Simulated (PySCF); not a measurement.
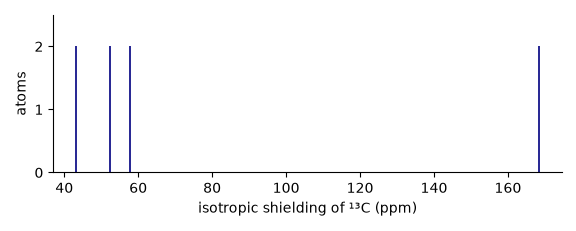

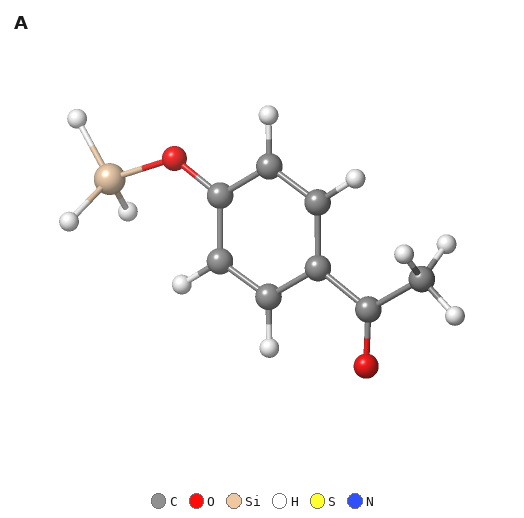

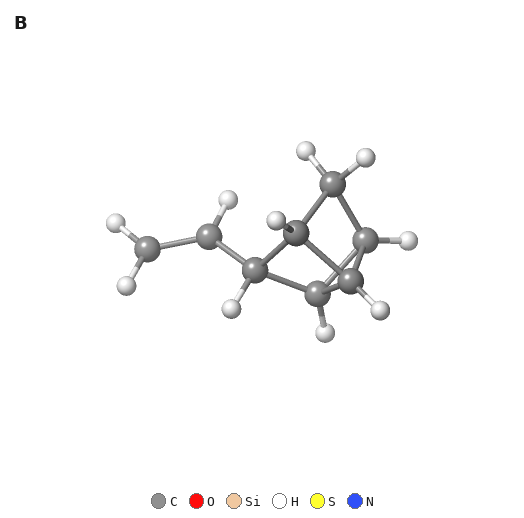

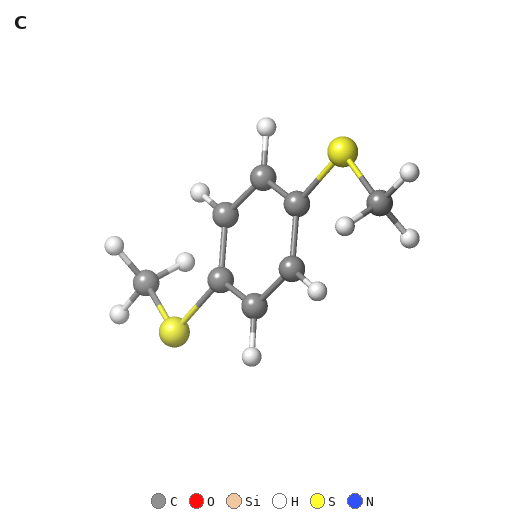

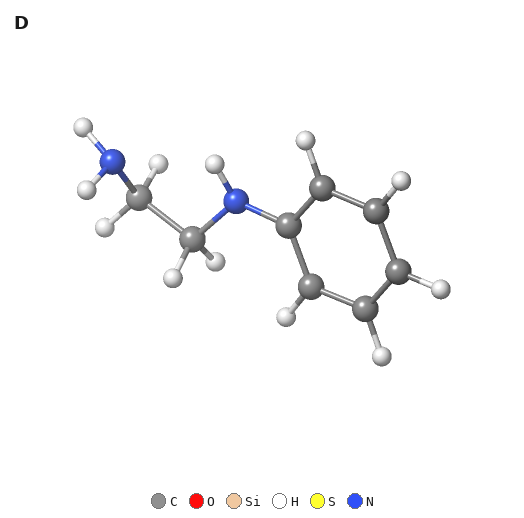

The sticks are computed shieldings of one of the molecules, for one fixed geometry (PBE0-D3(BJ)/def2-SVP) without averaging over rotations. Low shielding means a high chemical shift. Method: GIAO PBE0/pcSseg-1 NMR shielding, non-relativistic, IEF-PCM water (PySCF 2.14.0).

Which molecule gives this pattern?

Answer. C, `CSc1ccc(SC)cc1`. Its 8 C atoms give lines at 43.2 (2 atoms), 52.4 (2 atoms), 57.7 (2 atoms), 168.3 (2 atoms) ppm.
